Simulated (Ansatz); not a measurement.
**Is BaB2 in the AlB2 type a stable metal?**

Question: is the lattice of BaB2 in the AlB2 type stable, and if so, what are its coupling constant and resistivity?

Method: DFT PBE, scalar-relativistic, plane waves, PAW; PAW set soft_1, in Ansatz 0.2.0.

The structure was built from a prototype and need not be the compound's stable phase.

### Step 1. The structure

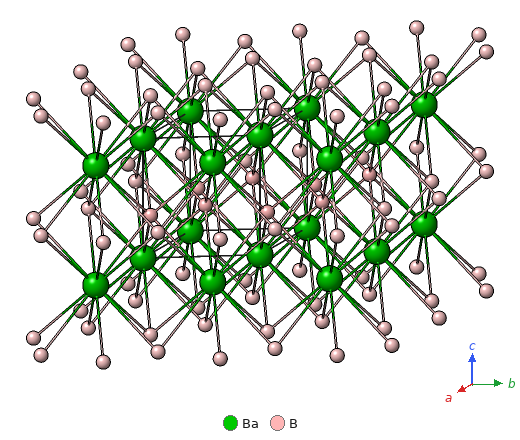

Start, viewed slightly off an axis; barium green, boron pink. 2×2×1 cells are drawn. Some periodic images of atoms are drawn too.

### Step 2. Rough relaxation

Large forces or a large pressure at the start call for a first relaxation with loose thresholds.

Contents of input.yaml:

```yaml
crystal:
  lattice:
    - [4.39608, 0.0, 0.0]
    - [-2.19804, 3.80711, 0.0]
    - [0.0, 0.0, 4.61588]
  atoms:
    - { symbol: Ba, position: [0.0, 0.0, 0.0] }
    - { symbol: B, position: [0.33333333, 0.66666667, 0.5] }
    - { symbol: B, position: [0.66666667, 0.33333333, 0.5] }
kpoints:
  mp_grid: { grid: [6, 6, 4] }
hamiltonian:
  xc: pbe
  pseudopotentials: { kind: paw, azcp: { folder: soft_1 } }
scf:
  occupations: { method: gaussian, width: 0.1 }
output:
  forces: true
  stress: true
  eigenvalues: true
relax:
  adjacent_minimum: "off"
  f_tol: 0.05
  max_steps: 80
  cell: { stress_tol: 0.5 }
```

On the command line:

```console
$ ansatz run input.yaml --threads 4 --pin off --max-ram 12288MiB --backend cpu --events-out ev --progress --plain --runs-dir out
```

Numbers of over 12 decimals in the logs are rounded to 6 here.

The log of the run:

```text
The last accepted step is kept in <dir> (removed where the run ends without a failure and the disk answers)
Engine: ansatz 0.2.0, x86_64-unknown-linux-gnu
Pseudopotentials: kind: paw
Pseudopotential: Ba, paw, valence charge 10, recommended cutoff 420 eV (normal), soft_1/Ba.paw.azcp
Pseudopotential: B, paw, valence charge 3, recommended cutoff 420 eV (normal), soft_1/B.paw.azcp
Functional definition: PBE
  parameter kappa = 0.804
  parameter beta = 0.066725
  exchange = pbe_x(kappa = kappa, mu = beta*pi^2/3)
  correlation = pbe_c(beta = beta)
Crystal: 3 atoms, lattice volume = 77.253 Å³
Basis set: ecut = 420 eV, 1533 PW (Γ), exchange–correlation on 60×60×64 points (8 copies of the dense FFT grid, shifted against one another)
Bands: 12, of which v1, the nominal top of the filled ones, is band 8 counted from 1 (7 counted from 0)
Symmetry: 24 space group operations
Space group: P6/mmm (ITA 191), of the structure as read, at distance tolerance 4.3e-5 Å
k-points: 21 of 144
Non-local potential: Ba, projectors of the file, l = 0: 3, l = 1: 2, l = 2: 2, l = 3: 2
Non-local potential: B, projectors of the file, l = 0: 2, l = 1: 2, l = 2: 1
PAW form: soft (Blöchl's): semilocal exchange-correlation on the pseudo side does not see the compensation charge
PAW one-centre angular grid: Ba, 194 points (default); XC on 64 Gauss nodes
PAW one-centre angular grid: B, 110 points (default); XC on 64 Gauss nodes
Initial density: superposition of atomic densities (chi_scale 0.1, normalization cell, long waves kept (reshape's long-wave potential 0.00 eV rms))
Initial wavefunctions: pseudopotential atomic-orbital guess
Functional: x = pbe(κ = 0.804, μ = 0.219515), c = pbe(β = 0.066725)
SCF iter   1: F=—  HF=-6257.437485 eV  |F-HF|=—  |Δ(HF+E_count)|=         —  Δρ=1.70e-2  dr2=2.58e-1  ethr=3.10e-3  ⟨swp⟩=7.0  Hψ=1823  notcnv=0
preconditioner: auto → none  [metal: Δε(μ)=0.087 eV  Ē_g=9.683 eV  σ=0.100 eV  W_gap=0.44  n_scr=8 (ndim 8)  ℏωp=15.8 eV  f_vac=0.000  D(μ)=1.77/eV (n_scr^D=8)  sad-step TF]
SCF iter   2: F=—  HF=-6257.431862 eV  |F-HF|=—  |Δ(HF+E_count)|=   5.62e-3  Δρ=1.08e-2  dr2=1.06e-1  ethr=1.61e-3  ⟨swp⟩=1.7  Hψ=437  notcnv=0
SCF iter   3: F=—  HF=-6257.442506 eV  |F-HF|=—  |Δ(HF+E_count)|=   1.06e-2  Δρ=9.14e-4  dr2=6.41e-4  ethr=6.62e-4  ⟨swp⟩=3.2  Hψ=509  notcnv=0
SCF iter   4: F=—  HF=-6257.443392 eV  |F-HF|=—  |Δ(HF+E_count)|=   8.85e-4  Δρ=1.27e-4  dr2=3.00e-5  ethr=4.00e-6  ⟨swp⟩=2.2  Hψ=408  notcnv=0
SCF iter   5: F=—  HF=-6257.443353 eV  |F-HF|=—  |Δ(HF+E_count)|=   3.90e-5  Δρ=3.04e-5  dr2=1.11e-6  ethr=1.88e-7  ⟨swp⟩=2.4  Hψ=378  notcnv=0
SCF iter   6: F=-6257.443353 eV  HF=-6257.443353 eV  |F-HF|=6.52e-9  |Δ(HF+E_count)|=   2.90e-7  Δρ=7.54e-6  dr2=6.89e-8  ethr=6.25e-10  ⟨swp⟩=7.4  Hψ=1468  notcnv=0
SCF 1 converged in 6 iterations: F = -6257.443353 eV  dr2 = 6.89e-8
  greatest PAW one-centre occupation: 0.956 electrons in one spin orbital (limit 2), on the Ba atom at site 0 (counted from 0), in its partial waves of l = 0
relax step   1: F+E_penalty+E_count = -6257.44335286 eV  Δ(F+E_penalty+E_count) = +0.000e0 eV  max|allowed force component| = 9.869e-17 eV/Å  Δτ_max = 0.0000 Å  P = -12.404 GPa  Ω = 77.253 Å³  (6 SCF iters, dr2 threshold 1.00e-7 eV, accepted)
Crystal: 3 atoms, lattice volume = 69.056 Å³
Basis set: ecut = 420 eV, 1305 PW (Γ), exchange–correlation on 60×60×64 points (8 copies of the dense FFT grid, shifted against one another)
Initial density: handed on by an earlier stage of this run
Initial wavefunctions: those handed on with the density
iter 1 solved again at ethr=4.72e-5 eV; its pass at ethr=3.10e-3 eV (dr2=7.55e-3 eV) is discarded
SCF iter   1: F=—  HF=-6258.224787 eV  |F-HF|=—  |Δ(HF+E_count)|=         —  Δρ=3.55e-3  dr2=7.82e-3  ethr=4.72e-5  ⟨swp⟩=2.1  Hψ=2174  notcnv=0
preconditioner: auto → none  [metal: Δε(μ)=0.050 eV  Ē_g=9.826 eV  σ=0.100 eV  W_gap=0.28  n_scr=8 (ndim 8)  ℏωp=16.7 eV  f_vac=0.000  D(μ)=1.78/eV (n_scr^D=8)]
SCF iter   2: F=—  HF=-6258.225028 eV  |F-HF|=—  |Δ(HF+E_count)|=   2.41e-4  Δρ=1.62e-3  dr2=1.29e-3  ethr=4.72e-5  ⟨swp⟩=1.9  Hψ=316  notcnv=0
SCF iter   3: F=—  HF=-6258.225495 eV  |F-HF|=—  |Δ(HF+E_count)|=   4.67e-4  Δρ=3.35e-4  dr2=1.04e-4  ethr=8.04e-6  ⟨swp⟩=2.1  Hψ=322  notcnv=0
SCF iter   4: F=—  HF=-6258.225491 eV  |F-HF|=—  |Δ(HF+E_count)|=   3.67e-6  Δρ=5.70e-5  dr2=1.88e-6  ethr=6.50e-7  ⟨swp⟩=2.0  Hψ=341  notcnv=0
iter 5 did not close the SCF: its close was put off for the readings that it lacked (scf_convergence_deferred on its scf_iter line)
SCF iter   5: F=-6258.225493 eV  HF=-6258.225493 eV  |F-HF|=7.71e-9  |Δ(HF+E_count)|=   2.23e-6  Δρ=4.52e-6  dr2=2.34e-8  ethr=1.18e-8  ⟨swp⟩=2.0  Hψ=389  notcnv=0
SCF iter   6: F=-6258.225493 eV  HF=-6258.225493 eV  |F-HF|=8.64e-11  |Δ(HF+E_count)|=   1.63e-8  Δρ=6.31e-7  dr2=2.42e-10  ethr=1.46e-10  ⟨swp⟩=2.8  Hψ=1165  notcnv=0
SCF 2 converged in 6 iterations: F = -6258.225493 eV  dr2 = 2.42e-10
relax step   2: F+E_penalty+E_count = -6258.22549311 eV  Δ(F+E_penalty+E_count) = -7.821e-1 eV  max|allowed force component| = 1.480e-16 eV/Å  Δτ_max = 0.0000 Å  P = -12.469 GPa  Ω = 69.056 Å³  energy of the carried Pulay correction = +1.796e-3 eV  (6 SCF iters, dr2 threshold 3.00e-7 eV, accepted)
Crystal: 3 atoms, lattice volume = 61.895 Å³
Basis set: ecut = 420 eV, 1191 PW (Γ), exchange–correlation on 60×60×64 points (8 copies of the dense FFT grid, shifted against one another)
iter 1 solved again at ethr=8.43e-5 eV; its pass at ethr=3.10e-3 eV (dr2=1.35e-2 eV) is discarded
SCF iter   1: F=—  HF=-6258.991925 eV  |F-HF|=—  |Δ(HF+E_count)|=         —  Δρ=4.42e-3  dr2=1.38e-2  ethr=8.43e-5  ⟨swp⟩=1.0  Hψ=2081  notcnv=0
preconditioner: auto → none  [metal: Δε(μ)=0.072 eV  Ē_g=10.100 eV  σ=0.100 eV  W_gap=0.39  n_scr=8 (ndim 8)  ℏωp=17.7 eV  f_vac=0.000  D(μ)=0.95/eV (n_scr^D=2)]
SCF iter   2: F=—  HF=-6258.990009 eV  |F-HF|=—  |Δ(HF+E_count)|=   1.92e-3  Δρ=1.79e-3  dr2=1.34e-3  ethr=8.43e-5  ⟨swp⟩=2.2  Hψ=324  notcnv=0
SCF iter   3: F=—  HF=-6258.990298 eV  |F-HF|=—  |Δ(HF+E_count)|=   2.89e-4  Δρ=5.17e-4  dr2=1.15e-4  ethr=8.35e-6  ⟨swp⟩=1.6  Hψ=297  notcnv=0
SCF iter   4: F=—  HF=-6258.990341 eV  |F-HF|=—  |Δ(HF+E_count)|=   4.28e-5  Δρ=6.27e-5  dr2=1.78e-6  ethr=7.20e-7  ⟨swp⟩=2.4  Hψ=363  notcnv=0
iter 5 did not close the SCF: its close was put off for the readings that it lacked (scf_convergence_deferred on its scf_iter line)
SCF iter   5: F=-6258.990344 eV  HF=-6258.990344 eV  |F-HF|=5.52e-8  |Δ(HF+E_count)|=   2.63e-6  Δρ=9.27e-6  dr2=5.66e-8  ethr=1.11e-8  ⟨swp⟩=2.0  Hψ=387  notcnv=0
SCF iter   6: F=-6258.990344 eV  HF=-6258.990344 eV  |F-HF|=7.28e-12  |Δ(HF+E_count)|=   6.73e-8  Δρ=8.74e-7  dr2=5.96e-10  ethr=3.54e-10  ⟨swp⟩=3.3  Hψ=1241  notcnv=0
SCF 3 converged in 6 iterations: F = -6258.990344 eV  dr2 = 5.96e-10
relax step   3: F+E_penalty+E_count = -6258.99034383 eV  Δ(F+E_penalty+E_count) = -7.649e-1 eV  max|allowed force component| = 3.331e-16 eV/Å  Δτ_max = 0.0000 Å  P = -11.705 GPa  Ω = 61.895 Å³  energy of the carried Pulay correction = +3.527e-3 eV  (6 SCF iters, dr2 threshold 3.00e-7 eV, accepted)
[...]
relax step   4: F+E_penalty+E_count = -6259.65422778 eV  Δ(F+E_penalty+E_count) = -6.639e-1 eV  max|allowed force component| = 2.961e-16 eV/Å  Δτ_max = 0.0000 Å  P = -8.995 GPa  Ω = 55.603 Å³  energy of the carried Pulay correction = +5.190e-3 eV  (6 SCF iters, dr2 threshold 3.00e-7 eV, accepted)
[...]
relax step   5: F+E_penalty+E_count = -6260.10952576 eV  Δ(F+E_penalty+E_count) = -4.553e-1 eV  max|allowed force component| = 1.480e-16 eV/Å  Δτ_max = 0.0000 Å  P = -8.423 GPa  Ω = 52.649 Å³  energy of the carried Pulay correction = +5.918e-3 eV  (6 SCF iters, dr2 threshold 3.00e-7 eV, accepted)
[...]
relax step   6: F+E_penalty+E_count = -6260.42027872 eV  Δ(F+E_penalty+E_count) = -3.108e-1 eV  max|allowed force component| = 2.220e-16 eV/Å  Δτ_max = 0.0000 Å  P = -0.806 GPa  Ω = 46.434 Å³  energy of the carried Pulay correction = +7.836e-3 eV  (6 SCF iters, dr2 threshold 3.00e-7 eV, accepted)
[...]
relax step   7: F+E_penalty+E_count = -6260.47330097 eV  Δ(F+E_penalty+E_count) = -5.302e-2 eV  max|allowed force component| = 1.604e-16 eV/Å  Δτ_max = 0.0000 Å  P = +2.671 GPa  Ω = 44.348 Å³  energy of the carried Pulay correction = +8.421e-3 eV  (8 SCF iters, dr2 threshold 3.00e-7 eV, accepted)
[...]
relax step   8: F+E_penalty+E_count = -6260.48241944 eV  Δ(F+E_penalty+E_count) = -9.118e-3 eV  max|allowed force component| = 7.772e-16 eV/Å  Δτ_max = 0.0000 Å  P = -0.278 GPa  Ω = 45.716 Å³  energy of the carried Pulay correction = +7.965e-3 eV  (6 SCF iters, dr2 threshold 3.00e-7 eV, accepted)
[...]
relax step   9: F+E_penalty+E_count = -6260.48317869 eV  Δ(F+E_penalty+E_count) = -7.592e-4 eV  max|allowed force component| = 7.216e-16 eV/Å  Δτ_max = 0.0000 Å  P = -0.057 GPa  Ω = 45.582 Å³  energy of the carried Pulay correction = +7.994e-3 eV  (5 SCF iters, dr2 threshold 3.00e-7 eV, accepted)
Basis set: ecut = 420 eV, 905 PW (Γ), exchange–correlation on 48×48×72 points (8 copies of the dense FFT grid, shifted against one another)
Initial wavefunctions: pseudopotential atomic-orbital guess (no wavefunctions were taken with the density)
iter 1 solved again at ethr=2.00e-6 eV; its pass at ethr=3.10e-3 eV (dr2=3.20e-4 eV) is discarded
SCF iter   1: F=—  HF=-6260.481869 eV  |F-HF|=—  |Δ(HF+E_count)|=         —  Δρ=1.79e-4  dr2=1.34e-6  ethr=2.00e-6  ⟨swp⟩=2.3  Hψ=2581  notcnv=0
eigensolver tolerance schedule: the retry pair's looser diagonalisation over-reported the residual by 238.64 of it (diagonalisation noise at 0.18 of the residual, at the tolerance the schedule requests for it); recorded, not acted on — ethr = c·dr2/N_el stays at c = 1.0e-1
preconditioner: auto → none  [insulator: Δε(μ)=0.142 eV  Ē_g=11.052 eV  σ=0.100 eV  W_gap=0.59  n_scr=8 (ndim 8)  ℏωp=20.6 eV  f_vac=0.000  D(μ)=1.57/eV (n_scr^D=8)  ε∞_Penn≈4.5]
SCF iter   2: F=—  HF=-6260.481860 eV  |F-HF|=—  |Δ(HF+E_count)|=   8.82e-6  Δρ=9.09e-5  dr2=3.47e-7  ethr=8.35e-9  ⟨swp⟩=2.2  Hψ=403  notcnv=0
SCF iter   3: F=—  HF=-6260.481864 eV  |F-HF|=—  |Δ(HF+E_count)|=   4.15e-6  Δρ=9.08e-6  dr2=1.60e-7  ethr=2.17e-9  ⟨swp⟩=2.0  Hψ=417  notcnv=0
SCF iter   4: F=-6260.481864 eV  HF=-6260.481864 eV  |F-HF|=7.34e-10  |Δ(HF+E_count)|=   3.32e-8  Δρ=2.42e-6  dr2=1.17e-9  ethr=1.87e-11  ⟨swp⟩=5.3  Hψ=1332  notcnv=0
SCF 10 converged in 4 iterations: F = -6260.481864 eV  dr2 = 1.17e-9
relax step  10: F+E_penalty+E_count = -6260.48186393 eV  Δ(F+E_penalty+E_count) = +1.315e-3 eV  max|allowed force component| = 7.772e-16 eV/Å  Δτ_max = 0.0000 Å  P = -0.065 GPa  Ω = 45.582 Å³  stress off target by 3.26e-1 GPa  SCF on the basis re-selected at this cell (its energy is not comparable with the rows above)  (4 SCF iters)
basis re-selected at this cell: Δ(F+E_penalty+E_count) = +1.315e-3 eV, ΔP = -0.008 GPa vs the last step (what re-selecting the basis moved, of the pressure what is left beyond the Pulay correction that the steps carried, after the strain that the cell walked since its last selection, with what the two solves' SCF thresholds leave and, on support functions, any second-order correction that the steps lacked; it is no measure of the basis error at this ecutwfc). The dense FFT grid was sized anew with the basis: this SCF ran on 24×24×36 points, the steps before it on 30×30×32, so part of this shift can come from that change (see relax.cell in the input reference). [rest of the remark cut]
SCF converged after 4 iterations
Free energy (F): -6260.481864 eV
Harris-Foulkes:  -6260.481864 eV  (|F-HF|=7.34e-10)
Internal energy: -6260.474016 eV  (E = F + TS)
E sigma→0 (E₀):  -6260.477940 eV
Entropy (-TS):   -0.007848 eV (-2.616 meV/atom)
Fermi energy:    11.251054 eV
--- Per-component energies (eV) ---
  E_band       = 18.852729
  E_kinetic    = 253.415414
  E_local      = -215.609811  (includes V_loc(G=0)·N_el)
  E_nonlocal   = 112.079280
  E_hartree    = 60.523771
  E_xc         = -262.696286
  E_vxc        = -204.261830  (∫ρ·V_xc dr)
  E_paw        = -5352.295552  (= ΣΔE_a)
  E_vpaw       = -47.817947  (= ΣTr[D̂ρ^β])
  E_aug_tail   = 0.000007  (compensation charges beyond the density's cutoff)
  E_ewald      = -855.890837
  E_smearing   = -0.007848  (= −TS)
  E_closure    = -0.000000  (closes the sum)
  Σ components = -6260.481864   (vs F -6260.481864, Δ=0.00e0)
--- Forces (eV/Å), atoms counted from 1 ---
  atom   1  Ba    -0.00000000     0.00000000     0.00000000
  atom   2  B      0.00000000     0.00000000    -0.00000000
  atom   3  B      0.00000000    -0.00000000     0.00000000
  max |Σ_I F_I| component: 1.31e-31 eV/Å
--- Stress (GPa, compression-positive) ---
        0.065325      -0.000000      -0.000000
        0.000000       0.065325       0.000000
       -0.000000       0.000000      -0.325657
  P = ⅓ Tr σ = -0.0650 GPa (-0.650 kbar)
--- Band table (eV; the first three rows and the last of 21) ---
  k-point 0: bands = [... 4 lower, 1.3679, 10.4103, 11.7552, 11.9621, 11.9621, 15.3741, 15.3741, 15.7345]
  k-point 1: bands = [... 4 lower, 2.1958, 9.1977, 12.0654, 12.0656, 12.0656, 15.0469, 15.0469, 15.7485]
  k-point 2: bands = [... 4 lower, 3.1272, 8.0268, 12.1853, 12.1853, 12.2232, 14.7342, 14.7342, 15.7619]
  k-point 20: bands = [... 4 lower, 5.1588, 5.1588, 8.3268, 12.5769, 12.5769, 15.3008, 15.3008, 16.4801]
--- Relaxed structure (9 steps of the walk, 9 accepted, 1 SCFs on fresh bases) ---
  F+E_penalty+E_count = -6260.48186393 eV   max|allowed force component| = 7.772e-16 eV/Å   (the final SCF, on the basis selected at the relaxed cell)
  cell:  # Å, volume = 45.5821 Å³
    - [3.234869, 0, 0]
    - [-1.617435, 2.801479, 0]
    - [0, 0.0, 5.029794]
  atoms:
    - { symbol: Ba, position: [0, 0, 0.0] }
    - { symbol: B, position: [0.333333, 0.666667, 0.500000] }
    - { symbol: B, position: [0.666667, 0.333333, 0.500000] }
```

It took 4.9 s on 4 threads of AMD EPYC 7B13 (Zen 3), shared host; peak memory 0.41 GiB.

Step by step:

```csv
step,energy less that of the first step (eV),largest force component (eV/Å),pressure (GPa),volume (Å³)
1,0.0000,0.0000,-12.40,77.25
2,-0.7821,0.0000,-12.47,69.06
3,-1.5470,0.0000,-11.71,61.90
4,-2.2109,0.0000,-9.00,55.60
5,-2.6662,0.0000,-8.42,52.65
6,-2.9769,0.0000,-0.81,46.43
7,-3.0299,0.0000,2.67,44.35
8,-3.0391,0.0000,-0.28,45.72
9,-3.0398,0.0000,-0.06,45.58
10*,-3.0385,0.0000,-0.07,45.58
```

Relaxation steps marked * repeat the geometry before them on a plane-wave basis chosen anew for their cell, so energy and pressure can jump there.

Forces are held to the 24 operations that the run works with; a distortion that breaks them can't arise in this run.

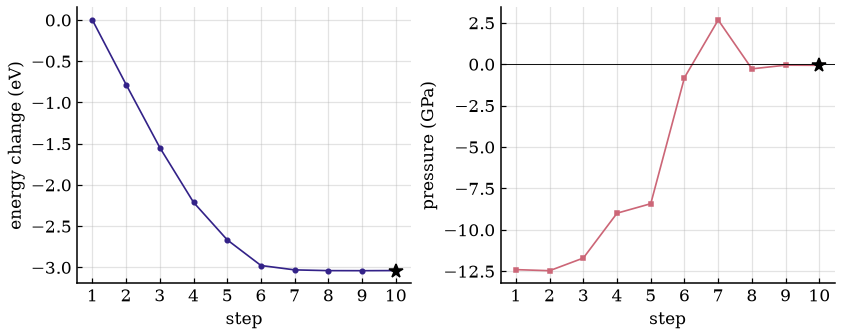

Energy and pressure along the relaxation. Stars mark steps on a basis chosen anew.

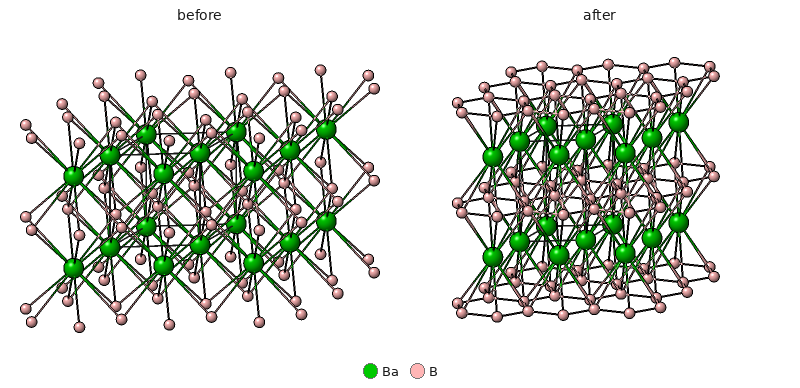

Before and after, at one scale.

```csv
cell as run,before,after,change
a (Å),4.396,3.235,-26.4 %
b (Å),4.396,3.235,-26.4 %
c (Å),4.616,5.030,+9.0 %
volume (Å³/atom),25.75,15.19,-41.0 %
```

The relaxed structure:

```cif
data_structure
_symmetry_space_group_name_H-M 'P 1'
_symmetry_Int_Tables_number 1
_cell_length_a 3.2349
_cell_length_b 3.2349
_cell_length_c 5.0298
_cell_angle_alpha 90.000
_cell_angle_beta 90.000
_cell_angle_gamma 120.000
_cell_volume 45.58
loop_
_atom_site_label
_atom_site_type_symbol
_atom_site_fract_x
_atom_site_fract_y
_atom_site_fract_z
_atom_site_occupancy
Ba1 Ba 0.00000 0.00000 0.00000 1
B2 B 0.33333 0.66667 0.50000 1
B3 B 0.66667 0.33333 0.50000 1
```

This step gave:

```yaml
pressure: -0.06500 GPa
volume_per_atom: 15.19 Å³/atom
metallic_on_mesh: yes
gap_on_the_k_mesh: 0 eV
```

The largest force is now zero by symmetry and the largest stress component 0.33 GPa.

### Step 3. Relaxation

The structure is brought to rest under this functional.

input.yaml, the sections that differ from step 2:

```yaml
crystal:
  lattice:
    - [3.234869068, 0.0, 0.0]
    - [-1.617434534, 2.8014787908, 0.0]
    - [0.0, 0.0, 5.0297940417]
  atoms:
    - { symbol: Ba, position: [0.0, 0.0, 0.0] }
    - { symbol: B, position: [0.3333333333, 0.6666666667, 0.5] }
    - { symbol: B, position: [0.6666666667, 0.3333333333, 0.5] }
kpoints:
  mp_grid: { grid: [12, 12, 6] }
relax:
  adjacent_minimum: "off"
  f_tol: 0.005
  max_steps: 80
  cell: { stress_tol: 0.05 }
# hamiltonian, scf, output: as in step 2
```

The log of the run:

```text
[the first part of the log is left out]
  E_vxc        = -204.224463  (∫ρ·V_xc dr)
  E_paw        = -5352.250927  (= ΣΔE_a)
  E_vpaw       = -47.774522  (= ΣTr[D̂ρ^β])
  E_aug_tail   = 0.000007  (compensation charges beyond the density's cutoff)
  E_ewald      = -856.296101
  E_smearing   = -0.004852  (= −TS)
  E_closure    = -0.000000  (closes the sum)
  Σ components = -6260.446143   (vs F -6260.446143, Δ=0.00e0)
[...]
--- Stress (GPa, compression-positive) ---
        0.006406       0.000000       0.000000
        0.000000       0.006406      -0.000000
        0.000000      -0.000000      -0.008742
  P = ⅓ Tr σ = 0.0014 GPa (0.014 kbar)
--- Band table (eV; the first three rows and the last of 76) ---
[...]
--- Relaxed structure (5 steps of the walk, 4 accepted, 1 SCFs on fresh bases) ---
[...]
cell:  # Å, volume = 45.6905 Å³
    - [3.256749, 0.0, 0]
    - [-1.628374, 2.820427, 0]
    - [0, 0, 4.974242]
  atoms:
    - { symbol: Ba, position: [0, 0, 0] }
    - { symbol: B, position: [0.333333, 0.666667, 0.5] }
    - { symbol: B, position: [0.666667, 0.333333, 0.5] }
```

Elapsed: 4.1 s, on 4 threads; peak memory 0.44 GiB; 14 s of CPU time.

Step by step:

```csv
step,energy less that of the first step (eV),largest force component (eV/Å),pressure (GPa),volume (Å³)
1,0.0000,0.0000,0.25,45.58
2,0.0063,0.0000,2.36,44.66
3,-0.0059,0.0000,0.24,45.58
4,-0.0059,0.0000,0.06,45.66
5,-0.0059,0.0000,0.00,45.69
6,-0.0060,0.0000,0.00,45.69
```

The log counts 1 steps on a newly chosen plane-wave basis, not all of them marked here; energy and pressure can jump at such steps. Relaxation step 2 was tried and not accepted.

```csv
"conventional cell, symmetrised",before,after,change
a (Å),3.235,3.257,+0.7 %
b (Å),3.235,3.257,+0.7 %
c (Å),5.030,4.974,-1.1 %
volume (Å³/atom),15.19,15.23,+0.2 %
```

Final coordinates:

```xyz
3
Lattice="3.2567 0.0000 0.0000 -1.6284 2.8204 0.0000 0.0000 0.0000 4.9742" Properties=species:S:1:pos:R:3 pbc="T T T"
Ba    0.0000    0.0000    0.0000
B     0.0000    1.8803    2.4871
B     1.6284    0.9401    2.4871
```

This step gave:

```
pressure        : 0.001357 GPa
volume per atom : 15.23 Å³/atom
```

The largest force is now zero by symmetry and the largest stress component 0.0087 GPa.

[end of part 1 of 2]

[Logs are printed without paths, hosts, clocks, repeated set-up lines and the standing remarks that a program may print on its own settings, such as how far it seeks lower states.]

[Hosts, paths, dates, database ids (printed as entryN), source tags and the programs' standing remarks are cut or masked in the printed files.]
